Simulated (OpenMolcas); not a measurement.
# CH2O2 (formic acid): levels of theory compared

Aim: a comparison of 6 runs (HF/cc-pVTZ, B3LYP/6-31G*, B3LYP/cc-pVTZ, M06-L/cc-pVTZ, r2SCAN/cc-pVTZ, CCSD(T)/cc-pVTZ) of CH2O2 (formic acid). 

The calculation is run with OpenMolcas 26.06.

1 further run of the same task is left out (set aside as unsound or not needed).

### Step 1. Starting point

The species is CH2O2 (5 atoms), meant as a singlet with charge 0. As SMILES, `O=CO`. The coordinates come from a PBE0-D4/def2-TZVP relaxation. This is one conformer, not always the lowest.

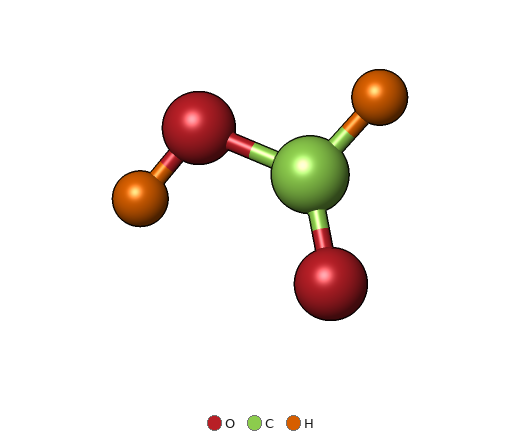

The structure, seen from a chosen angle (oxygen red, carbon green, hydrogen orange).

### Step 2. Energy and forces at HF/cc-pVTZ (run 1)

Contents of geom.xyz:

```xyz
5

O     -0.387130    -0.425720     1.205310
C     -0.230880    -0.347230     0.024010
O      0.456980     0.613310    -0.598030
H     -0.631770    -1.055030    -0.715060
H      0.792790     1.214660     0.083770
```

Contents of run.input:

```
* CH2O2 Hartree-Fock
>>> EXPORT MOLCAS_PRINT=2

&GATEWAY
 BasLib = $CurrDir
 Coord = geom.xyz
 Basis = cc-pVTZ
 Group = NoSym

&SEWARD

&SCF
 Thresholds = 1e-10 1e-07 1e-07 1e-05
 PrOrbitals = 1 1

&ALASKA
```

The basis set cc-pVTZ is read from a file made from the Basis Set Exchange's data (not shown).

Run with:

```console
$ export MOLCAS_MEM=1860
$ pymolcas run.input > run.log
```

Log:

```text
--- Start Module: gateway ---
[...]
--- Stop Module: gateway /rc=_RC_ALL_IS_WELL_ ---
[...]
      Basis functions          118
[...]
--- Start Module: scf ---
[...]
       Convergence after  14 Iterations
[...]
::    Total SCF energy                               -188.8418396372
[...]
      Total spin, S                                     0.0000000000
[...]
      Total electronic charge=   24.000000
      Total            charge=   -0.000000
[...]
      Dipole Moment (debye):
      Origin of the operator (angstrom)=   -0.0324   -0.0219    0.2036
                   X=  5.2962E-01               Y=  6.0191E-01               Z= -1.5043E+00           Total=  1.7046E+00
      Quadrupole Moment (debye*angstrom):
[...]
--- Stop Module: scf /rc=_RC_ALL_IS_WELL_ ---
[...]
--- Start Module: alaska ---
[...]
 *              Molecular gradients               *
 **************************************************
  Irreducible representation: a
 ------------------------------------------------------------------------------------------
                              X                       Y                       Z
 ------------------------------------------------------------------------------------------
  O1               -5.61067826967498E-03   -3.40624653308286E-03    3.80522601693727E-02
  C2                9.03464585889635E-04   -9.88155480766917E-04   -1.75873202780190E-02
  O3                8.32581084885042E-04   -2.68081880736126E-03   -2.93429679243928E-02
  H4               -3.00256465773807E-03   -5.73921507101094E-03   -8.79261366014616E-03
  H5                6.87719725657843E-03    1.28144358922198E-02    1.76706416932881E-02
 ------------------------------------------------------------------------------------------
--- Stop Module: alaska /rc=_RC_ALL_IS_WELL_ ---
[...]
```

Run time: 22 s. Hardware: 1 thread of Arm Neoverse V1, shared host; peak memory 0.74 GiB.

### Step 3. Energy and forces at B3LYP/6-31G(d) (Cartesian functions) (run 2)

Contents of job.input:

```
>>> EXPORT MOLCAS_PRINT=2
&GATEWAY
BasLib = $CurrDir
BasisSet
O.6-31Gs....
O1 -0.387130 -0.425720 1.205310 angstrom
O3 0.456980 0.613310 -0.598030 angstrom
End of Basis
BasisSet
C.6-31Gs....
C2 -0.230880 -0.347230 0.024010 angstrom
End of Basis
BasisSet
H.6-31Gs....
H4 -0.631770 -1.055030 -0.715060 angstrom
H5 0.792790 1.214660 0.083770 angstrom
End of Basis
&SEWARD
GridInput
Grid=UltraFine
End of Grid
&SCF
KSDFT = B3LYP
Thresholds = 1e-10 1e-07 1e-07 1e-05
PrOrbitals = 1 1
&ALASKA
```

The basis set 6-31G* is read from a file made from the Basis Set Exchange's data (not shown).

Run with:

```console
$ export MOLCAS_MEM=1860
$ pymolcas job.input > job.log
```

Log:

```text
--- Start Module: gateway ---
[...]
--- Stop Module: gateway /rc=_RC_ALL_IS_WELL_ ---
[...]
      Basis functions           49
[...]
--- Start Module: scf ---
[...]
       Convergence after  15 Iterations
[...]
::    Total KS-DFT energy                            -189.7550537407
[...]
      Total spin, S                                     0.0000000000
[...]
      Total electronic charge=   24.000000
      Total            charge=   -0.000000
[...]
      Dipole Moment (debye):
      Origin of the operator (angstrom)=   -0.0324   -0.0219    0.2036
                   X=  5.8315E-01               Y=  7.3844E-01               Z= -1.0927E+00           Total=  1.4420E+00
      Quadrupole Moment (debye*angstrom):
[...]
--- Stop Module: scf /rc=_RC_ALL_IS_WELL_ ---
[...]
--- Start Module: alaska ---
[...]
 *              Molecular gradients               *
 **************************************************
  Irreducible representation: a
 ------------------------------------------------------------------------------------------
                              X                       Y                       Z
 ------------------------------------------------------------------------------------------
  O1                3.09171931022245E-03    1.92436286382680E-03   -2.06011446892447E-02
  O3               -3.03246406422897E-03   -2.94263459352795E-03    1.23722828483377E-02
  C2                2.30748112688328E-03    5.18481788504399E-03    1.25064984729395E-02
  H4                5.51277934413008E-06    1.92758471366794E-04    1.37426295308929E-03
  H5               -2.37224915223444E-03   -4.35930462670742E-03   -5.65189958521417E-03
 ------------------------------------------------------------------------------------------
--- Stop Module: alaska /rc=_RC_ALL_IS_WELL_ ---
[...]
```

Run time: 13 s. Hardware: 1 thread of Arm Neoverse V1, shared host; peak memory 0.38 GiB.

Runs 3 to 5 aren't shown in full; the table further down has their settings and results.

### Step 4. A single-point energy at CCSD(T)/cc-pVTZ (Cholesky decomposition) (run 6)

Contents of calc.inp:

```
* CH2O2 CCSD(T)
>>> EXPORT MOLCAS_PRINT=2
&GATEWAY
BasLib = $CurrDir
Coord
5
angstrom
O       -0.387130      -0.425720       1.205310
C       -0.230880      -0.347230       0.024010
O        0.456980       0.613310      -0.598030
H       -0.631770      -1.055030      -0.715060
H        0.792790       1.214660       0.083770
Basis = cc-pVTZ
Group = NoSym
&SEWARD
High
&SCF
Thresholds = 1e-10 1e-07 1e-07 1e-05
PrOrbitals = 1 2
&CHCC
Frozen = 3
Threshold = 1e-08
MaxIterations = 80
&CHT3
Frozen = 3
```

The basis set cc-pVTZ is read from a file made from the Basis Set Exchange's data (not shown).

Run with:

```console
$ export MOLCAS_MEM=1860
$ pymolcas calc.inp > calc.log
```

Log:

```text
--- Start Module: gateway ---
[...]
--- Stop Module: gateway /rc=_RC_ALL_IS_WELL_ ---
[...]
      Basis functions          118
[...]
       Convergence after  14 Iterations
[...]
::    Total SCF energy                               -188.8418396168
[...]
      Total spin, S                                     0.0000000000
[...]
      Total electronic charge=   24.000000
      Total            charge=   -0.000000
[...]
      Dipole Moment (debye):
      Origin of the operator (angstrom)=   -0.0324   -0.0219    0.2036
                   X=  5.2962E-01               Y=  6.0191E-01               Z= -1.5043E+00           Total=  1.7046E+00
      Quadrupole Moment (debye*angstrom):
[...]
--- Start Module: chcc ---
[...]
--- Stop Module: chcc /rc=_RC_ALL_IS_WELL_ ---
[...]
--- Start Module: cht3 ---
[...]
--- Stop Module: cht3 /rc=_RC_ALL_IS_WELL_ ---
[...]
```

Run time: 10 min. Hardware: 1 thread of Arm Neoverse V1, shared host; peak memory 0.3 GiB.

### Step 5. Overview of the runs

| run | level | Cartesian functions | integration grid | energy (Eh) | dipole moment (D) of the reference | HOMO energy (eV) | LUMO energy (eV) | wall time |
| --- | --- | --- | --- | --- | --- | --- | --- | --- |
| 1 | HF/cc-pVTZ | no | – | -188.841840 | 1.70 | -12.83 | 4.01 | 22 s |
| 2 | B3LYP/6-31G* (Cartesian functions) | yes | UltraFine | -189.755054 | 1.44 | -7.92 | 0.12 | 13 s |
| 3 | B3LYP/cc-pVTZ | no | UltraFine | -189.840562 | 1.53 | -8.22 | -0.31 | 49 s |
| 4 | M06-L/cc-pVTZ | no | UltraFine | -189.805428 | 1.53 | -7.05 | -0.85 | 63 s |
| 5 | r2SCAN/cc-pVTZ | no | UltraFine | -189.743820 | 1.56 | -7.11 | -0.92 | 67 s |
| 6 | CCSD(T)/cc-pVTZ (Cholesky decomposition) | no | – | -189.501673 | 1.70 | -12.83 | 4.01 | 10 min |

### Step 6. Summary of results

```
                                          quantity          value
                               run 6: total energy  -189.50167 Eh
         run 6: dipole moment (mean-field density)         1.70 D
        run 6: HOMO energy (Hartree–Fock orbitals)      -12.83 eV
        run 6: LUMO energy (Hartree–Fock orbitals)        4.01 eV
      run 6: HOMO–LUMO gap (Hartree–Fock orbitals)       16.84 eV
run 6: correlation energy (3 core orbitals frozen)     -659.8 mEh
                             run 6: (T) correction     -26.04 mEh
```

In words: Over runs 1, 2, 3, 4, 5 the dipole moment (its size) runs from 1.44 D (B3LYP/6-31G*) to 1.70 D (HF/cc-pVTZ). The two ends differ in method and basis. Over runs 1, 2, 3, 4, 5 the HOMO–LUMO gap runs from 6.20 eV (r2SCAN/cc-pVTZ) to 16.84 eV (HF/cc-pVTZ). Exact exchange widens orbital gaps. Totals of different functionals can't be ranked against each other. All runs together took 14 min, the longest 10 min.
